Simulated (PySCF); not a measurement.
## C$_{8}$H$_{7}$O: EPR calculation

C$_{8}$H$_{7}$O, multiplicity 2, SMILES CC(=O)c1[c]cccc1, computed with UKS B3LYP, pcH-1 on C H O, non-relativistic, mean-field spin-orbit, GIAO (PySCF 2.14.0).

It belongs to a series of runs on one base structure; here: X = H replaced by COCH3.

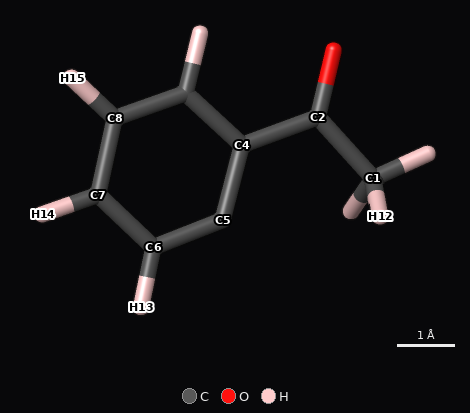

The structure (stick view, seen at a tilt; atoms are numbered from 1 in the order of the input). Bond lengths as drawn: C–C 1.36 to 1.51 Å, C–H 1.08 to 1.09 Å and C–O 1.21 Å.

Key numbers:

```json
{"quantity": "outcome", "value": "converged"}
{"quantity": "total energy", "value": "−384.235399 hartree"}
{"quantity": "⟨S²⟩", "value": "0.757"}
{"quantity": "isotropic g", "value": "2.0023"}
{"quantity": "hardware", "value": "1 CPU thread, shared host"}
{"quantity": "wall time", "value": "76 s"}
{"quantity": "peak memory", "value": "1.1 GiB"}
```

The input:
```
{"job": {"kind": "epr", "basis": "pcH-1"}, "charge": 0, "multiplicity": 2}
C     -2.669078    -0.426848    -0.127659
C     -1.671839     0.701916    -0.160580
O     -1.991004     1.861875    -0.277969
C     -0.257259     0.272977    -0.037649
C      0.133571    -1.033401     0.094489
C      1.423500    -1.455183     0.206815
C      2.422723    -0.481545     0.187222
C      2.081602     0.855733     0.055542
C      0.761086     1.238566    -0.056736
H     -2.567480    -0.970381     0.809236
H     -3.679427    -0.038828    -0.223560
H     -2.458001    -1.118025    -0.940838
H      1.679063    -2.499197     0.307119
H      3.457861    -0.779178     0.274910
H      2.858570     1.606706     0.040283
H      0.468512     2.273756    -0.162036
```

The first line tells a small driver script what to run in PySCF; the rest is the geometry in Å.

Launched with:
```bash
OMP_NUM_THREADS=1 python <driver script> task.json out
```

Output:
```
UKS, coarse grid
  cycle   1  E = -384.08052645  |g| = 6.18e-01
  cycle   2  E = -382.93483486  |g| = 1.62e+00
  cycle   3  E = -384.16492549  |g| = 3.50e-01
  cycle   4  E = -384.23153609  |g| = 8.59e-02
  cycle   5  E = -384.23311424  |g| = 6.31e-02
  cycle   6  E = -384.23528052  |g| = 1.50e-02
  cycle   7  E = -384.23540679  |g| = 5.88e-03
  cycle   8  E = -384.23542935  |g| = 3.08e-03
  cycle   9  E = -384.23543835  |g| = 1.52e-03
  cycle  10  E = -384.23544149  |g| = 9.13e-04
UKS, final grid
  cycle   1  E = -384.23539745  |g| = 1.43e-03
  cycle   2  E = -384.23539470  |g| = 2.81e-03
  cycle   3  E = -384.23539905  |g| = 3.32e-04
  cycle   4  E = -384.23539917  |g| = 2.39e-04
  cycle   5  E = -384.23539936  |g| = 1.71e-04
  cycle   6  E = -384.23539938  |g| = 3.46e-05
  cycle   7  E = -384.23539938  |g| = 9.03e-06
E = -384.23539938 Eh   <S^2> = 0.7572 (exact 0.7500)
g shifts (ppm)      1          2          3
  rmc          -166       -166       -166
  gc             28         12          8
  oz_so        -556       -157       1135
  total        -694       -310        977
hyperfine (MHz)  atom isotope    a_iso     a_fc   dipolar eigenvalues
    0   13C      -0.27      -0.27     -2.39     -0.21      2.60
    1   13C      18.36      18.36     -2.22     -2.02      4.24
    2   17O       0.39       0.39     -4.21     -0.12      4.33
    3   13C      18.35      18.35    -13.53     -2.89     16.42
    4   13C     390.19     390.19    -78.50    -61.78    140.29
    5   13C      14.11      14.11    -13.79     -2.24     16.03
    6   13C      44.74      44.74     -6.55     -2.31      8.86
    7   13C      -6.51      -6.51     -5.96      2.11      3.85
    8   13C      37.18      37.18     -6.65     -2.80      9.45
    9    1H       4.36       4.36     -5.09     -2.50      7.59
   10    1H       2.74       2.74     -2.09     -1.51      3.60
   11    1H       4.41       4.41     -5.11     -2.51      7.62
   12    1H      57.28      57.28     -6.88     -5.69     12.57
   13    1H      13.94      13.94     -3.18     -2.24      5.42
   14    1H       7.49       7.49     -1.59      0.23      1.36
   15    1H      20.16      20.16     -3.31     -1.99      5.30
```

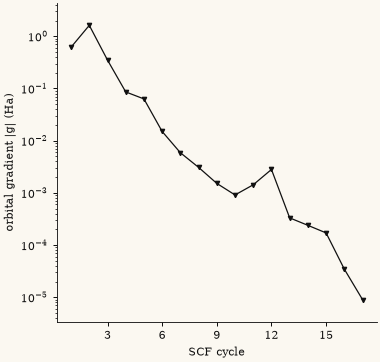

Convergence of the self-consistent field: orbital gradient |g| against the SCF cycle. All cycles printed in the log are drawn one after another.

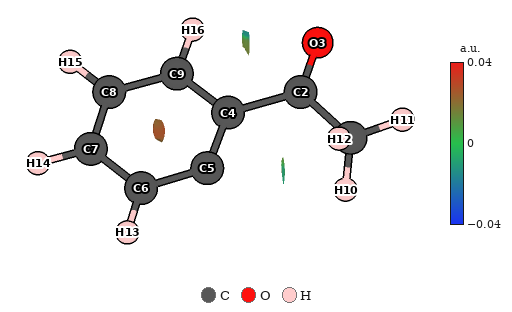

Non-covalent interaction (NCI) plot: the surface where the reduced density gradient is 0.4, for densities under 0.05 a.u., coloured by sign(λ₂)ρ; seen at a tilt.

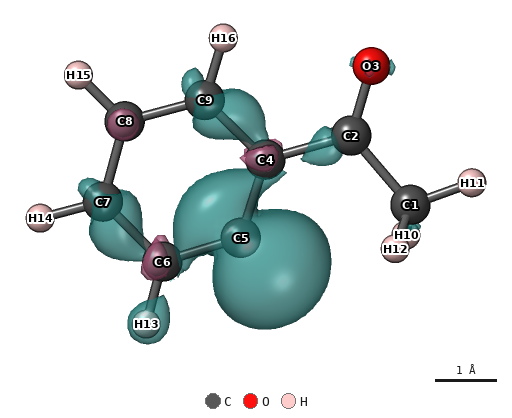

Isosurfaces of the spin density (α minus β) at +0.02 (teal) and −0.02 e/Å³ (pink), seen face on. The unpaired spin (1 electron) lies mostly on C5 (about 0.7), in electrons by Hirshfeld's partition.

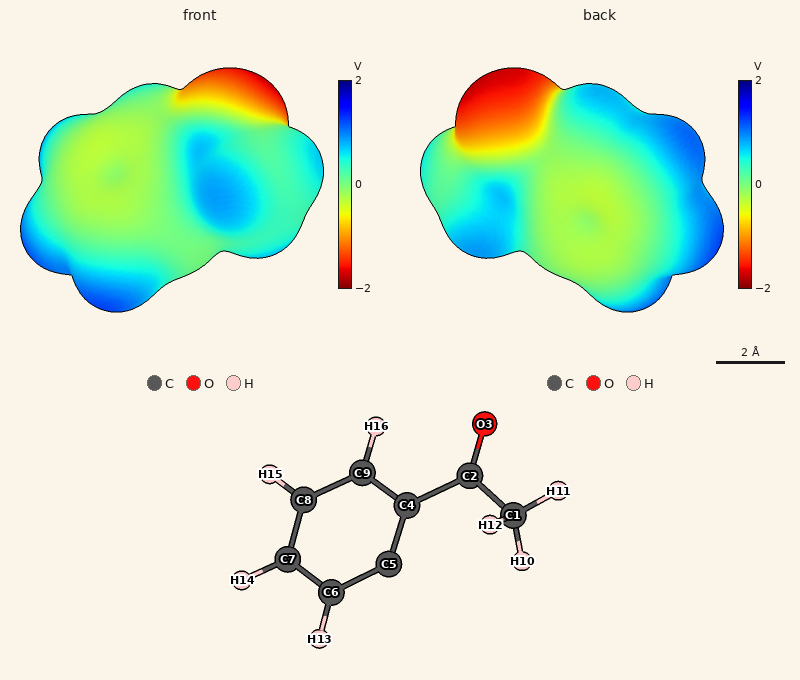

The molecular electrostatic potential painted on the density surface at 0.002 e/bohr³, seen at a tilt and from behind; red is negative and blue positive. The bare structure is drawn below in the same view. A positive charge is drawn to the negative regions and a negative charge to the positive ones.
